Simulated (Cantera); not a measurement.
A closed system holds: 1 mol Si3N4, a varied amount of H2, equilibrated at 1548.15 K and 0.133 bar.

Equilibrium computed with Cantera from the NASA thermochemical tables; the gas is ideal and each condensed phase is pure. Candidate condensed phases: Si, Si3N4; 18 gas species. Mutual solubility and eutectic melting of coexisting phases are not modelled. Kinetics and transport are ignored.

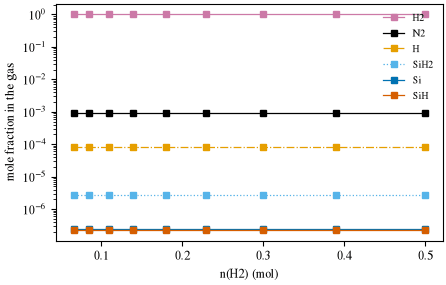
Fig. 1. Equilibrium gas composition (values under 1e-9 drawn at 1e-9)

Q: Read off the mole fractions at 0.23 mol H2.

A: H2 about 1.00, N2 about 0.00089, H about 8.4e-5, SiH2 about 2.7e-6, Si about 2.4e-7, SiH about 2.3e-7.
